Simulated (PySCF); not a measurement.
# S2O (Disulfur monoxide) at BP86/cc-pwCVTZ

What is the vertical ionisation energy of S2O (Disulfur monoxide) at BP86/cc-pwCVTZ? 

The calculation is run with PySCF 2.14.0.

**1. Starting point**

S2O has 3 atoms, charge 0, and is taken as a singlet. As SMILES, `O=S=S`. The shape is that of a GFN2-xTB optimisation.

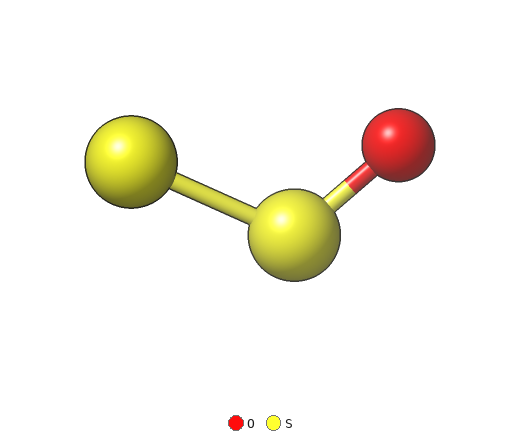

The structure, seen from a chosen angle (oxygen red, sulfur yellow).

**2. The energy at BP86/cc-pwCVTZ**

Input file run.py:

```python
from pyscf import gto, dft

mol = gto.M(
    atom='O 0.431370 1.195520 0.483120; S 0.559470 -0.210460 0.159300; S -0.990830 -0.985060 -0.642420',
    verbose=3,
    max_memory=1860,
    spin=0,
    charge=0,
    basis='cc-pwcvtz',
)

myscf = dft.RKS(mol, xc='bp86')
myscf.conv_tol = 1e-10
myscf.grids.level = 4
myscf.kernel()
if not myscf.converged:
    myscf = myscf.newton().run(myscf.mo_coeff, myscf.mo_occ)

e_final = myscf.e_tot
print('E(%s) = %.9f' % ('BP86', e_final))
```

Started as:

```bash
$ OMP_NUM_THREADS=1 python run.py
```

The log of the run:

```text
converged SCF energy = -871.761476072906
E(BP86) = -871.761476073
```

Run time: 31 s. Hardware: 1 thread of Arm Neoverse V1, shared host; peak memory 1.2 GiB.

**3. The doublet cation, same level**

Input file job.py:

```python
from pyscf import gto, dft

mol = gto.M(
    atom='''
O      0.431370     1.195520     0.483120
S      0.559470    -0.210460     0.159300
S     -0.990830    -0.985060    -0.642420
''',
    max_memory=1860,
    charge=1,
    verbose=3,
    basis='cc-pwcvtz',
    spin=1,
)

myscf = dft.UKS(mol)
myscf.xc = 'bp86'
myscf.grids.level = 4
myscf.conv_tol = 1e-10
myscf.kernel()
if not myscf.converged:
    myscf = myscf.newton().run(myscf.mo_coeff, myscf.mo_occ)

energy = myscf.e_tot
print('E = %.10f Eh' % energy)
```

Started as:

```bash
$ OMP_NUM_THREADS=1 python job.py
```

The log of the run:

```text
WARN: HOMO -0.285572048511039 >= LUMO -0.28557204851104

converged SCF energy = -871.3763943023  <S^2> = 0.75709134  2S+1 = 2.0070788
E = -871.3763943023 Eh
```

It took 41 s on 1 thread of Arm Neoverse V1, shared host; peak memory 1.2 GiB.

**4. Outcome**

Level: BP86/cc-pwCVTZ.

| quantity | value |
| --- | --- |
| singlet S2O: total energy | -871.76148 Eh |
| singlet S2O: dipole moment | 1.30 D |
| singlet S2O: HOMO energy | -6.92 eV |
| singlet S2O: LUMO energy | -4.81 eV |
| singlet S2O: HOMO–LUMO gap | 2.10 eV |
| doublet cation: total energy | -871.37639 Eh |
| doublet cation: HOMO energy (highest over α and β) | -14.59 eV |
| doublet cation: LUMO energy (lowest over α and β) | -13.99 eV |
| doublet cation: ⟨S²⟩ | 0.757 |
| vertical ionisation energy (to the doublet cation) | 10.479 eV |

What this shows: The vertical ionisation energy comes to 10.48 eV (1011 kJ/mol). −ε(HOMO) before ionisation, 6.92 eV, is 3.56 eV below this ionisation energy. Mulliken charges (singlet S2O) run from -0.33 on O1 to +0.46 on S2; they depend strongly on the basis.
